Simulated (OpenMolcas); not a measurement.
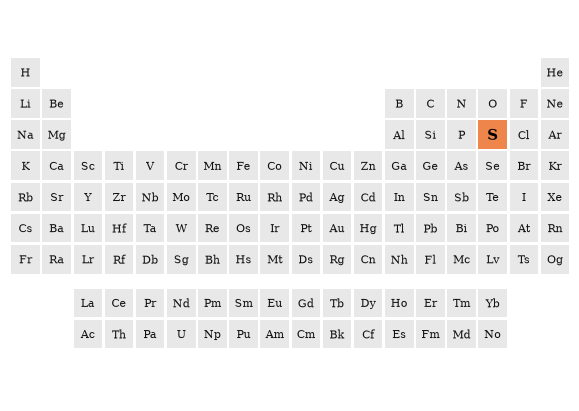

Fig. 1: The place of sulfur in the periodic table.

**S³⁺: multiconfigurational calculation**

- system: S³⁺.
- method: state-averaged MS-CASPT2, IPEA shift 0.25, imaginary shift 0.1 hartree, semicore shells correlated, active space 3 electrons in the shells 3s 3p, basis ANO-RCC-VDZ, DKH2 scalar Hamiltonian, spin-orbit coupling by RASSI with atomic mean-field integrals (OpenMolcas)

## The input
```
&GATEWAY
Coord
1

S 0.0 0.0 0.0
Basis=ANO-RCC-VDZ
Group=XYZ
NoMove
AngMom=0.0 0.0 0.0
AMFI
&SEWARD
&RASSCF
FileOrb=start.orb
Symmetry=2
Spin=4
nActEl=3 0 0
Inactive=2 3
Ras2=1 3
CIRoot=1 1 1
SDav=1
CIMx=300
Iter=120 100
PrWF=0.3
OrbListing=Nothing
MaxOrb=0
Atom
>>> COPY $Project.JobIph JOB001
&RASSCF
FileOrb=start.orb
Symmetry=2
Spin=2
nActEl=3 0 0
Inactive=2 3
Ras2=1 3
CIRoot=3 3 1
SDav=11
CIMx=300
Iter=120 100
PrWF=0.3
OrbListing=Nothing
MaxOrb=0
Atom
>>> COPY $Project.JobIph JOB002
&RASSCF
FileOrb=start.orb
Symmetry=1
Spin=4
nActEl=3 0 0
Inactive=2 3
Ras2=1 3
CIRoot=3 3 1
SDav=3
CIMx=300
Iter=120 100
PrWF=0.3
OrbListing=Nothing
MaxOrb=0
Atom
>>> COPY $Project.JobIph JOB003
&RASSCF
FileOrb=start.orb
Symmetry=1
Spin=2
nActEl=3 0 0
Inactive=2 3
Ras2=1 3
CIRoot=9 9 1
SDav=9
CIMx=300
Iter=120 100
PrWF=0.3
OrbListing=Nothing
MaxOrb=0
Atom
>>> COPY $Project.JobIph JOB004
&RASSI
NrOfJobIphs=3 3 3 9
1 2 3
1 2 3
1 2 3 4 5 6 7 8 9
IphNames
JOB002
JOB003
JOB004
EJob
SpinOrbit
DIPRint=1.0
SOCoupling=1000.0
Subsets=2
MEES
Property=10
'ANGMOM' 1 'ANGMOM' 2 'ANGMOM' 3 'MLTPL  1' 1 'MLTPL  1' 2 'MLTPL  1' 3
'AMFI' 1 'AMFI' 2 'AMFI' 3 'MLTPL  2' 6
SOProperty=3
'ANGMOM' 1 'ANGMOM' 2 'ANGMOM' 3
>>> COPY JOB002 $Project.JobIph
&CASPT2
Multistate=3 1 2 3
Frozen=21 20
IPEA=0.25
Imaginary=0.1
MaxIter=60
WThr=0.0 0.3 0.05
PrWF=0.5
NoMix
```

The file start.orb holds starting orbitals from an earlier step.

Hardware: 1 thread of Arm Neoverse V1, 112 GiB of memory available, shared host.

Launched with:
```bash
OMP_NUM_THREADS=1 MOLCAS_MEM=2252 MOLCAS_PROJECT=a pymolcas a.inp > a.log  # once for each step of the input, in one work folder
```

## Log (extracts)
```
|       MOLCAS_SOURCE = [file]
  |    MOLCAS_STRUCTURE = 0
  |
   ------------------------------------------------------------------------------------------
++ ---------   Input file   ---------
>>> COPY JOB002 $Project.JobIph
&CASPT2
Multistate=3 1 2 3
Frozen=21 20
IPEA=0.25
Imaginary=0.1
MaxIter=60
WThr=0.0 0.3 0.05
PrWF=0.5
NoMix
-- ----------------------------------
>>> COPY JOB002 a.JobIph
*** symbolic link created: INPORB -> a.RasOrb
--- Start Module: caspt2 at  ---
()()()()()()()()()()()()()()()()()()()()()()()()()()()()()()()()()()()()()()()()()()()()()()()()()()
                                              &CASPT2
                                   only a single process is used
                       available to each process: 2.3 GB of memory, 1 thread
()()()()()()()()()()()()()()()()()()()()()()()()()()()()()()()()()()()()()()()()()()()()()()()()()()
 ###    WARNING: User changed nr of frozen orbitals.                         ###
 ###    ERROR: Too many frozen orbitals!                                     ###
--- Stop Module: caspt2 at  /rc=_RC_INPUT_ERROR_ ---
.####################.
.# User input error #.
.####################.
```

## What the run reported

- outcome: refused by the program

## What went wrong

This input holds a deliberate fault: too many frozen. The program refused the input; the driver noted: CASPT2 spin 2: _RC_INPUT_ERROR_.
